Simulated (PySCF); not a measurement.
C₃H₆BN, SMILES C(CC#N)B at its GFN2-xTB optimised geometry (Å):

```
11

B      1.9958    -0.5622    -1.2334
C      0.4352    -0.4540    -1.1327
C     -0.1120     0.4321     0.0000
C     -1.5519     0.4321     0.0000
N     -2.6949     0.4084    -0.0265
H      2.4568    -1.2010    -2.0960
H      2.6949    -0.0245    -0.4667
H      0.0305    -0.0977    -2.0862
H      0.0193    -1.4620    -1.0230
H      0.2344     1.4620    -0.1219
H      0.2337     0.0664     0.9707
```

Computed with PBE0/def2-TZVP run with PySCF 2.14.0.

Map of the electrostatic potential (hartree/e), clipped to [-0.08, 0.12] on the plane z = 1.0 Å:

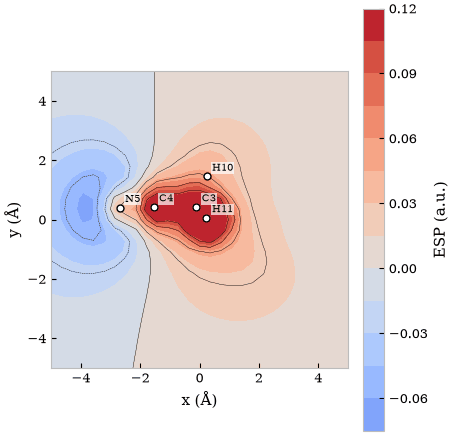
*Electrostatic potential (hartree/e), clipped to [-0.08, 0.12] on the plane z = 1.0 Å.*
